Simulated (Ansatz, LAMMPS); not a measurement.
**Electronic structure of glassy 85GeO2-15Li2O (mol %) (78 atoms)**

Aim: energy, forces, charges and density of states of glassy 85GeO2-15Li2O (mol %) (78 atoms) at a fixed geometry.

Calculated with Ansatz 0.2.0; Kohn-Sham DFT, PBE, PAW (set soft_2), plane waves.

### Step 1. Starting point

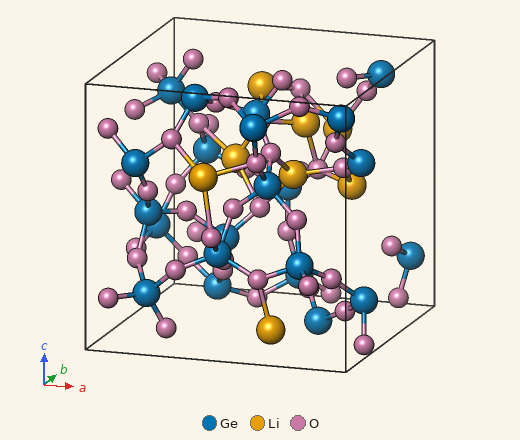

The cell as given, slightly off an axis (germanium blue, lithium orange, oxygen pink). Bonds to atoms that aren't drawn are left out. Some periodic images of atoms are drawn too.

The cell holds 78 atoms: 22 Ge, 8 Li and 48 O. Its edges and angles: a = 10.395 Å, b = 10.395 Å, c = 10.395 Å, α = 90.0°, β = 90.0°, γ = 90.0°. 78 atoms (22 Ge, 8 Li, 48 O) placed at random at 3.6 g/cm³, melted at 4000 K for 10 ps at fixed volume with the Morse and Coulomb pair potential with partial charges (Pedone, Malavasi, Menziani, Cormack and Segre, J. Phys. Chem. B 110, 11780 (2006)). Quenched from 4000 K to 300 K at 30 K/ps and fixed volume, held 10 ps at zero pressure.

What the set-up can't give: The quench rate of 30 K/ps far exceeds what a furnace or splat quench reaches, so expect more defects and frozen-in strain than in a real sample. The network of bonds at the start is that of the classical potential that made the cell, and needn't be the one that DFT or experiment would give. Only the Γ point is sampled, in a cell whose shortest periodic width is 10 Å.

### Step 2. How the cell was made

A classical potential supplies the starting structure, since it reaches far longer times than DFT.

This step: classical MD, Morse and Coulomb pair potential with partial charges (Pedone, Malavasi, Menziani, Cormack and Segre, J. Phys. Chem. B 110, 11780 (2006)) (LAMMPS 22 Jul 2025 - Update 4).

in.lmp reads:

```
# melt-quench of Ge22Li8O48
units metal
atom_style charge
boundary p p p
region box block 0 10.3772 0 10.3772 0 10.3772
create_box 3 box
mass 1 72.6300   # Ge
mass 2 6.9400   # Li
mass 3 15.9990   # O
create_atoms 1 random 22 619084 NULL overlap 1.5 maxtry 2000
create_atoms 2 random 8 619091 NULL overlap 1.5 maxtry 2000
create_atoms 3 random 48 619098 NULL overlap 1.5 maxtry 2000
pair_style hybrid/overlay pedone 5.5 coul/long 8.0
pair_coeff * * coul/long
pair_coeff 1 3 pedone 0.158118 2.294230 2.261313 5   # Ge-O
pair_coeff 2 3 pedone 0.001114 3.429506 2.681360 1   # Li-O
pair_coeff 3 3 pedone 0.042395 1.379316 3.618701 22   # O-O
set type 1 charge 2.4
set type 2 charge 0.6
set type 3 charge -1.2
kspace_style pppm 1.0e-4
neigh_modify delay 0 every 1 check yes
thermo_style custom step time temp pe press density
thermo_modify norm yes
timestep 0.002
thermo 100
min_style cg
minimize 1e-4 1e-4 200 2000
reset_timestep 0
velocity all create 4000 619085 mom yes dist gaussian
fix lim all nve/limit 0.05
fix lan all langevin 4000 4000 0.2 619086 zero yes
thermo 500
run 1000 post no
# [... 7 lines left out ...]
fix md all nvt temp 4000 300 0.2
run 61667 post no
unfix md
thermo 1666
fix md all npt temp 300 300 0.2 iso 0 0 2
run 5000 post no
unfix md
write_dump all custom glass.dump id type xs ys zs modify sort id
```

Run with:

```sh
lmp -in in.lmp -log none -nocite
```

Numbers of over 12 decimals in the logs are rounded to 6 here.

Output:

```text
LAMMPS (22 Jul 2025 - Update 4)
Created orthogonal box = (0 0 0) to (10.3772 10.3772 10.3772)
Created 22 atoms
Created 8 atoms
Created 48 atoms
PPPM initialization ...
  G vector (1/distance) = 0.38690341
  grid = 12 12 12
  estimated relative force accuracy = 4.6469425e-05
   Step          Time           Temp          PotEng         Press         Density
         0   0              0             -1.3377061      557977.8       3.5980139
        71   0.142          0             -14.515052     -27678.735      3.5980139
Loop time of 0.0332866 s on 1 MPI rank(s) for 71 steps with 78 atoms
Minimization stats:
  Stopping criterion = energy tolerance
  Energy initial, next-to-last, final =
     -1.33770607513462  -14.5137174923323  -14.5150521435534
  Force two-norm initial, final = 276.18174 2.2637545
  Iterations, force evaluations = 71 86
   Step          Time           Temp          PotEng         Press         Density
[... 7 lines left out ...]
      2499   4.998          3884.4742     -14.002445      25883.371      3.5980139
      3332   6.664          3568.52       -13.982502     -13708.88       3.5980139
      4165   8.33           4088.9514     -14.037442      19218.122      3.5980139
      4998   9.996          3825.3905     -14.016414     -9588.1421      3.5980139
      5831   11.662         3422.8875     -13.945952      12205.05       3.5980139
[... 1 line left out ...]
Loop time of 1.65763 s on 1 MPI rank(s) for 5000 steps with 78 atoms
   Step          Time           Temp          PotEng         Press         Density
[... 12 lines left out ...]
Loop time of 19.5927 s on 1 MPI rank(s) for 61667 steps with 78 atoms
   Step          Time           Temp          PotEng         Press         Density
[... 1 line left out ...]
     68306   136.612        290.35652     -14.610873      8395.5428      3.6399111
     69972   139.944        277.69002     -14.61811      -2770.3107      3.6566785
     71638   143.276        296.06025     -14.6058       -10348.513      3.592654
     72667   145.334        313.1131      -14.612305     -9751.2382      3.5800451
Loop time of 2.08415 s on 1 MPI rank(s) for 5000 steps with 78 atoms
```

Run time: 24 s. Hardware: 1 thread of Arm Neoverse V2, shared host; peak memory 0.077 GiB.

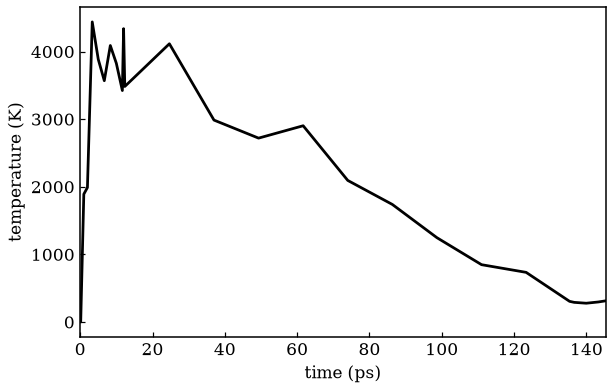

Temperature against time.

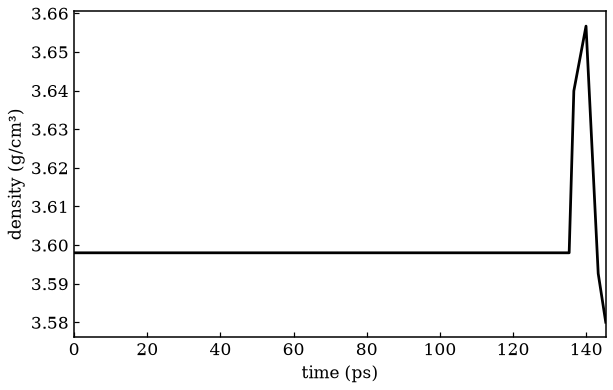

Density, plotted against time.

### Step 3. Plane-wave single point

The electrons are solved once, with the atoms held.

input.yaml reads:

```yaml
crystal:
  lattice:
    - [10.39453, 0.0, 0.0]
    - [0.0, 10.39453, 0.0]
    - [0.0, 0.0, 10.39453]
  atoms:
    - { symbol: Ge, position: [0.93634, 0.91866, 0.20429] }
    - { symbol: Ge, position: [0.35418, 0.19466, 0.92914] }
    - { symbol: Ge, position: [0.93876, 0.38504, 0.16942] }
    - { symbol: Ge, position: [0.61932, 0.2353, 0.61099] }
    - { symbol: Ge, position: [0.45505, 0.15485, 0.36107] }
    - { symbol: Ge, position: [0.19025, 0.12889, 0.19765] }
    - { symbol: Ge, position: [0.49201, 0.83949, 0.44744] }
    - { symbol: Ge, position: [0.12899, 0.33001, 0.44777] }
    - { symbol: Ge, position: [0.541, 0.82256, 0.1231] }
    - { symbol: Ge, position: [0.63599, 0.02676, 0.88194] }
    - { symbol: Ge, position: [0.37734, 0.47056, 0.33762] }
    - { symbol: Ge, position: [0.27922, 0.66817, 0.09864] }
    - { symbol: Ge, position: [0.19324, 0.80088, 0.56956] }
    - { symbol: Ge, position: [0.04514, 0.66722, 0.30911] }
    - { symbol: Ge, position: [0.7673, 0.1633, 0.33972] }
    - { symbol: Ge, position: [0.90698, 0.44717, 0.66772] }
    - { symbol: Ge, position: [0.85929, 0.81068, 0.90765] }
    - { symbol: Ge, position: [0.10899, 0.64618, 0.82366] }
    - { symbol: Ge, position: [0.70273, 0.56165, 0.02902] }
    - { symbol: Ge, position: [0.50179, 0.45174, 0.81768] }
    - { symbol: Ge, position: [0.15598, 0.1037, 0.6897] }
    - { symbol: Ge, position: [0.90931, 0.21308, 0.89334] }
    - { symbol: Li, position: [0.66046, 0.15125, 0.09299] }
    - { symbol: Li, position: [0.36973, 0.60879, 0.60011] }
    - { symbol: Li, position: [0.78427, 0.70321, 0.51059] }
    - { symbol: Li, position: [0.59515, 0.73443, 0.72062] }
    - { symbol: Li, position: [0.42116, 0.75555, 0.84024] }
    - { symbol: Li, position: [0.65426, 0.92289, 0.65603] }
    - { symbol: Li, position: [0.61569, 0.53652, 0.57795] }
    - { symbol: Li, position: [0.43925, 0.03793, 0.67629] }
    - { symbol: O, position: [0.49407, 0.82963, 0.28262] }
    - { symbol: O, position: [0.48846, 0.23156, 0.51443] }
    - { symbol: O, position: [0.14828, 0.9545, 0.62235] }
    - { symbol: O, position: [0.77612, 0.13567, 0.94627] }
    - { symbol: O, position: [0.23584, 0.44754, 0.4304] }
    - { symbol: O, position: [0.39669, 0.76948, 0.04017] }
    - { symbol: O, position: [0.09859, 0.72826, 0.45072] }
    - { symbol: O, position: [0.5047, 0.1315, 0.95757] }
    - { symbol: O, position: [0.46766, 0.59971, 0.75146] }
    - { symbol: O, position: [0.48404, 4.0e-05, 0.46225] }
    - { symbol: O, position: [0.83166, 0.48553, 0.09563] }
    - { symbol: O, position: [0.59788, 0.46444, 0.9482] }
    - { symbol: O, position: [0.84751, 0.28613, 0.26727] }
    - { symbol: O, position: [0.85164, 0.31938, 0.77216] }
    - { symbol: O, position: [0.01089, 0.77428, 0.84989] }
    - { symbol: O, position: [0.6288, 0.67395, 0.11826] }
    - { symbol: O, position: [0.34021, 0.55, 0.19196] }
    - { symbol: O, position: [0.34626, 0.79158, 0.51378] }
    - { symbol: O, position: [0.00543, 0.38816, 0.54371] }
    - { symbol: O, position: [0.6181, 0.11335, 0.72681] }
    - { symbol: O, position: [0.2024, 0.6198, 0.95597] }
    - { symbol: O, position: [0.2894, 0.12039, 0.78714] }
    - { symbol: O, position: [0.90116, 0.88304, 0.05188] }
    - { symbol: O, position: [0.77072, 0.90964, 0.81281] }
    - { symbol: O, position: [0.73877, 0.21218, 0.49784] }
    - { symbol: O, position: [0.77568, 0.6703, 0.92092] }
    - { symbol: O, position: [0.02155, 0.50739, 0.25823] }
    - { symbol: O, position: [0.1105, 0.25868, 0.29007] }
    - { symbol: O, position: [0.62259, 0.79292, 0.53502] }
    - { symbol: O, position: [0.91333, 0.77044, 0.27584] }
    - { symbol: O, position: [0.80148, 0.55448, 0.61418] }
    - { symbol: O, position: [0.24836, 0.18123, 0.05803] }
    - { symbol: O, position: [0.42329, 0.3158, 0.296] }
    - { symbol: O, position: [0.485, 0.54277, 0.4413] }
    - { symbol: O, position: [0.58369, 0.37599, 0.69563] }
    - { symbol: O, position: [0.03551, 0.14911, 0.79836] }
    - { symbol: O, position: [0.01145, 0.52179, 0.77477] }
    - { symbol: O, position: [0.51549, 0.90883, 0.79938] }
    - { symbol: O, position: [0.31328, 0.09589, 0.30304] }
    - { symbol: O, position: [0.14613, 0.72257, 0.18441] }
    - { symbol: O, position: [0.62534, 0.93218, 0.0336] }
    - { symbol: O, position: [0.19914, 0.6935, 0.69655] }
    - { symbol: O, position: [0.6131, 0.14527, 0.27961] }
    - { symbol: O, position: [0.08778, 0.99936, 0.20232] }
    - { symbol: O, position: [0.84821, 0.02454, 0.30662] }
    - { symbol: O, position: [0.97207, 0.28798, 0.02925] }
    - { symbol: O, position: [0.16917, 0.20498, 0.56075] }
    - { symbol: O, position: [0.38273, 0.34848, 0.87606] }
kpoints:
  mp_grid: { grid: [1, 1, 1] }
hamiltonian:
  xc: pbe
scf:
  occupations: { method: fixed }
output:
  forces: true
  stress: true
  populations: true
  dos:
    method: { smearing: { sigma: 0.1 } }
    de: 0.1
    projected: { site_lists: { Ge: [Ge], Li: [Li], O: [O] } }
  eigenvalues: true
  write_density: true
  write_potential: true
  volumetric_format: npy
```

Run with:

```sh
ansatz run input.yaml --threads 8 --pin off --max-ram 15872MiB --backend cpu --events-out ev --progress --plain --runs-dir out
```

Output:

```text
Engine: ansatz 0.2.0, aarch64-unknown-linux-gnu
Pseudopotentials: kind: paw
Pseudopotential: Ge, paw, valence charge 14, recommended cutoff 420 eV (normal), Ge.paw.azcp
Pseudopotential: Li, paw, valence charge 3, recommended cutoff 420 eV (normal), Li.paw.azcp
Pseudopotential: O, paw, valence charge 6, recommended cutoff 420 eV (normal), O.paw.azcp
[... 5 lines on functional and potentials left out ...]
Crystal: 78 atoms, lattice volume = 1123.090 Å³
Basis set: ecut = 420 eV, 21975 PW (Γ), exchange–correlation on 144×144×144 points (8 copies of the dense FFT grid, shifted against one another)
Bands: 388, of which v1, the nominal top of the filled ones, is band 310 counted from 1 (309 counted from 0)
Symmetry: 1 space group operations
Space group: P1 (ITA 1), of the structure as read, at distance tolerance 1.0e-4 Å
k-points: 1
[... 7 lines on functional and potentials left out ...]
Initial density: superposition of atomic densities (neutral atoms: chi_scale 0, normalization atom), corrected by the library's trained network
Initial wavefunctions: pseudopotential atomic-orbital guess
Functional: x = pbe(κ = 0.804, μ = 0.219515), c = pbe(β = 0.066725)
SCF iter   1: F=—  HF=-123362.049362 eV  |F-HF|=—  |Δ(HF+E_count)|=         —  Δρ=2.74e-3  dr2=1.03e-1  ethr=1.77e-3  ⟨swp⟩=5.0  Hψ=1383  notcnv=0  defer=76
preconditioner: auto → Resta (q_TF=auto, 2.471 Å⁻¹)  ε∞=2.7  [insulator: Δε(μ)=1.642 eV  Ē_g=20.776 eV  n_scr=256 (ndim 8)  ℏωp=27.2 eV  f_vac=0.245  ε∞_Penn≈2.7]
SCF iter   2: F=—  HF=-123362.038014 eV  |F-HF|=—  |Δ(HF+E_count)|=   1.13e-2  Δρ=1.43e-3  dr2=1.99e-2  ethr=1.66e-5  ⟨swp⟩=2.0  Hψ=554  notcnv=0  defer=76
SCF iter   3: F=—  HF=-123362.038304 eV  |F-HF|=—  |Δ(HF+E_count)|=   2.89e-4  Δρ=5.99e-4  dr2=5.00e-3  ethr=3.21e-6  ⟨swp⟩=3.0  Hψ=477  notcnv=0  defer=76
SCF iter   4: F=—  HF=-123362.037989 eV  |F-HF|=—  |Δ(HF+E_count)|=   3.15e-4  Δρ=1.84e-4  dr2=4.14e-4  ethr=8.07e-7  ⟨swp⟩=2.0  Hψ=476  notcnv=0  defer=76
SCF iter   5: F=—  HF=-123362.038072 eV  |F-HF|=—  |Δ(HF+E_count)|=   8.27e-5  Δρ=1.27e-4  dr2=1.59e-4  ethr=6.67e-8  ⟨swp⟩=2.0  Hψ=609  notcnv=0  defer=76
SCF iter   6: F=—  HF=-123362.038077 eV  |F-HF|=—  |Δ(HF+E_count)|=   5.71e-6  Δρ=2.91e-5  dr2=9.88e-6  ethr=2.57e-8  ⟨swp⟩=2.0  Hψ=481  notcnv=0  defer=73
SCF iter   7: F=—  HF=-123362.039141 eV  |F-HF|=—  |Δ(HF+E_count)|=   1.06e-3  Δρ=1.66e-5  dr2=2.79e-6  ethr=1.59e-9  ⟨swp⟩=2.0  Hψ=697  notcnv=0  defer=73
SCF iter   8: F=—  HF=-123362.039141 eV  |F-HF|=—  |Δ(HF+E_count)|=   6.53e-7  Δρ=5.45e-6  dr2=3.24e-7  ethr=4.50e-10  ⟨swp⟩=2.0  Hψ=609  notcnv=0  defer=73
SCF iter   9: F=-123362.039141 eV  HF=-123362.039141 eV  |F-HF|=4.90e-9  |Δ(HF+E_count)|=   1.45e-7  Δρ=2.36e-6  dr2=6.17e-8  ethr=1.61e-11  ⟨swp⟩=16.0  Hψ=2931  notcnv=0
SCF 1 converged in 9 iterations: F = -123362.039141 eV  dr2 = 6.17e-8
  greatest PAW one-centre occupation: 1.000 electrons in one spin orbital (limit 2), on the Li atom at site 27 (counted from 0), in its partial waves of l = 0
SCF converged after 9 iterations
Free energy (F): -123362.039141 eV
Harris-Foulkes:  -123362.039141 eV  (|F-HF|=4.90e-9)
Internal energy: -123362.039141 eV  (E = F + TS)
E sigma→0 (E₀):  -123362.039141 eV
Fermi energy:    3.822909 eV
--- Per-component energies (eV) ---
  E_band       = -6478.580969
  E_kinetic    = 11082.346384
  E_local      = -93433.568832  (includes V_loc(G=0)·N_el)
  E_nonlocal   = 11438.370639
  E_hartree    = 39712.217567
  E_xc         = -5253.771686
  E_vxc        = -6010.531425  (∫ρ·V_xc dr)
  E_paw        = -52373.835156  (= ΣΔE_a)
  E_vpaw       = -8979.758610  (= ΣTr[D̂ρ^β])
  E_aug_tail   = 0.127573  (compensation charges beyond the density's cutoff)
  E_ewald      = -34533.925631
  E_smearing   = -0.000000  (= −TS)
  E_closure    = 0.000000  (closes the sum)
  Σ components = -123362.039141   (vs F -123362.039141, Δ=0.00e0)
--- Forces (eV/Å), atoms counted from 1 ---
  atom   1  Ge     0.93468302     2.05683508     0.92053152
  atom   2  Ge     0.46380023    -0.73531364    -0.78457863
  atom   3  Ge     0.25849883    -0.99561392    -0.24548766
  atom   4  Ge     0.08755684    -0.61391962     1.03355321
  atom   5  Ge     2.21857972     1.30722577     1.65796417
  atom   6  Ge    -1.07618980     0.80203417     3.04125846
  atom   7  Ge     0.61235226    -0.16004950    -1.07073188
  atom   8  Ge    -1.50132765    -2.81895866     0.96676492
  atom   9  Ge     0.28377432    -1.89901569    -0.39715887
  atom  10  Ge    -1.53061432    -1.55243381    -1.37503078
  atom  11  Ge     1.71990192    -0.85844453     0.40516911
  atom  12  Ge    -1.53643800    -0.18389555     0.30773064
  atom  13  Ge    -1.36213945     1.28040299    -0.19356527
  atom  14  Ge     0.26808138    -0.27846167    -2.95542768
[...]
atom  77  O      0.77387529     0.26985266    -1.19765234
  atom  78  O     -1.14750356     1.56127488    -0.26819521
  max |Σ_I F_I| component: 1.40e-4 eV/Å
--- Stress (GPa, compression-positive) ---
        6.550079      -0.583260       0.598838
       -0.583259       5.207862      -0.922698
        0.598838      -0.922697       4.003593
  P = ⅓ Tr σ = 5.2538 GPa (52.538 kbar)
--- Band table (eV) ---
  k-point 0: bands = ["-40.9617", "-40.7794", "-40.3905", "-40.2424", [... 372 levels ...], "13.1004", "13.1904", "13.2055", "13.2228", "13.3573", "13.4148", "13.4855", "13.5831", "13.6010", "13.6397", "13.7233", "13.7352"]
--- Löwdin populations: 78 sites ---
  site symbol       q [e]
     0     Ge     12.3655
     1     Ge     12.3585
     2     Ge     12.3802
[...]
77      O      6.7640
  spilling = 0.005495 (of n_electrons = 620.000000)
```

It took 8.8 s on 8 threads of Arm Neoverse V2, shared host; peak memory 1.5 GiB; 64 s of CPU time.

Reading the cycles: dr2 is the Hartree energy of the density residual (eV), the measure of convergence; HF is the Harris–Foulkes estimate of the energy, which meets the free energy F at convergence.

Read from the output:

| Item | Value |
| --- | --- |
| free energy | -123362.0391 eV |
| free energy per atom | -1581.5646 eV/atom |
| SCF cycles | 9 |
| pressure | 5.254 GPa |
| r.m.s. force component | 1.105 eV/Å |
| longest force | 3.337 eV/Å |
| Fermi energy | 3.823 eV |
| gap (highest filled to lowest empty level) | 1.46 eV |
| spilling of the projection | 0.005495 |

Neighbours are counted within 2.27 Å (O-Ge), 2.58 Å (O-Li).

Length of the force by element and coordination:

```
element  coordination  atoms  mean length of the force (eV/Å)  spread  least   most
     Ge           all     22                             2.11   0.758  0.973   3.34
     Ge             4     20                             2.04   0.756  0.973   3.34
     Ge             5      1                             3.06       0   3.06   3.06
     Ge             6      1                             2.58       0   2.58   2.58
     Li           all      8                            0.633   0.295  0.133  0.996
     Li             2      1                            0.133       0  0.133  0.133
     Li             3      2                            0.714   0.280  0.434  0.994
     Li             4      5                            0.701   0.225  0.308  0.996
      O           all     48                             1.79   0.605  0.901   3.21
      O             2     31                             1.70   0.536  0.901   2.97
      O             3     13                             2.10   0.646   1.25   3.21
      O             4      2                             1.85    0.61   1.24   2.46
      O             5      2                             1.09  0.0308   1.06   1.12
```

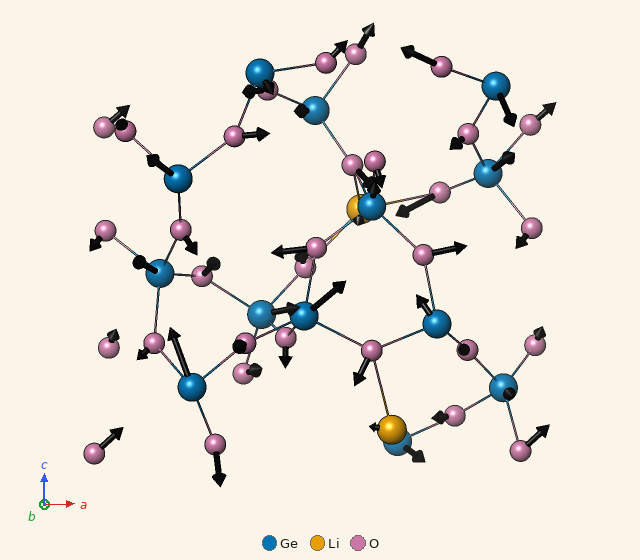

Forces as arrows; the longest in the cell is 3.34 eV/Å. Drawn is a slice 5 Å thick, seen along the normal of the ac plane. Bonds to atoms that aren't drawn are left out.

Löwdin charges by element and coordination (they lack the spilled electrons, 0.044 e an atom on average):

```
element  coordination  atoms  mean charge (e)  spread   least    most
     Ge           all     22             1.61  0.0421    1.46    1.65
     Ge             4     20             1.62  0.0265    1.55    1.65
     Ge             5      1             1.58       0    1.58    1.58
     Ge             6      1             1.46       0    1.46    1.46
     Li           all      8            0.797  0.0191   0.764   0.833
     Li             2      1            0.833       0   0.833   0.833
     Li             3      2            0.779  0.0154   0.764   0.795
     Li             4      5            0.796  0.0103   0.781   0.812
      O           all     48           -0.798  0.0746   -1.08  -0.728
      O             2     31           -0.764  0.0146  -0.801  -0.728
      O             3     13           -0.823  0.0585  -0.973  -0.755
      O             4      2           -0.919  0.0905   -1.01  -0.829
      O             5      2            -1.05  0.0321   -1.08   -1.01
```

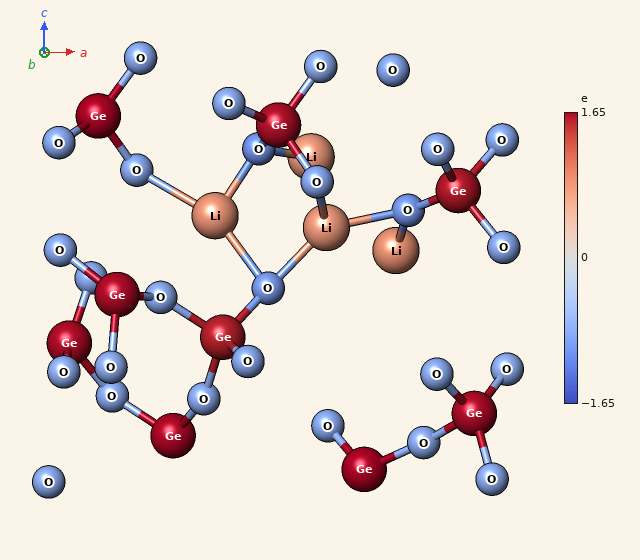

Atoms coloured by Löwdin charge. Drawn is a slice 5 Å thick, seen along the normal of the ac plane. Bonds to atoms that aren't drawn are left out.

Density of states as counts of states in windows of 1 eV (from the Fermi level), total and the larger projections:

```
from (eV)  to (eV)  total   O p  Ge p  Ge s
      -14      -11    0.0   0.0   0.0   0.0
      -11      -10    6.3   3.6   0.2   2.1
      -10       -9    8.7   5.0   0.4   2.6
       -9       -8    9.5   5.7   0.8   2.3
       -8       -7   14.2   9.0   1.7   2.4
       -7       -6   13.4   9.6   2.8   0.5
       -6       -5   28.6  21.2   6.5   0.2
       -5       -4   16.8  13.1   2.3   0.2
       -4       -3   40.7  34.6   3.3   0.3
       -3       -2   59.8  55.6   1.9   0.2
       -2       -1   63.8  61.3   1.0   0.1
       -1        0   23.6  22.6   0.3   0.1
        0        1    2.6   2.5   0.0   0.0
        1        2    2.0   0.2   0.2   0.9
        2        3    1.3   0.3   0.2   0.5
        3        4    7.8   1.6   1.2   3.3
        4        5   11.2   2.4   2.1   4.1
```

With fixed occupations the program's Fermi level is the highest filled level; weight inside the gap is the broadening of levels at its edges.

Between -26 and -14 eV lie 316 more states.

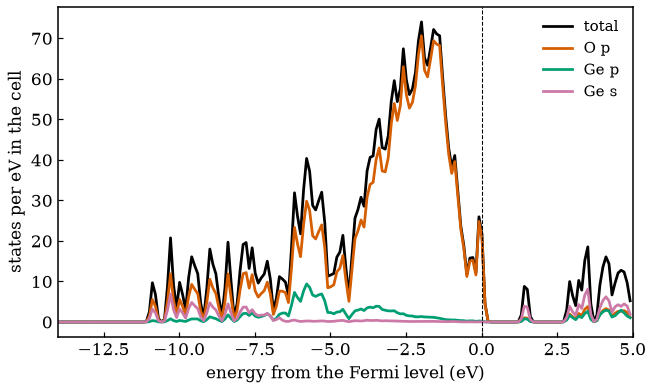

Total and projected density of states, with the broadening of the input.

The levels nearest the highest filled one (over half full), pooled over k-points and spins:

```
level less the highest filled one (eV)  occupation
                                -0.559           2
                                -0.377           2
                                -0.287           2
                                -0.085           2
                               -0.0527           2
                                     0           2
                                  1.46           0
                                  2.94           0
                                  3.23           0
                                  3.47           0
                                  3.49           0
                                  3.96           0
```

[end of part 1 of 2]

[Logs are printed without paths, hosts, clocks, repeated set-up lines and the standing remarks that a program may print on its own settings, such as how far it seeks lower states.]

[Hosts, paths, dates, database ids (printed as entryN), source tags and the programs' standing remarks are cut or masked in the printed files.]
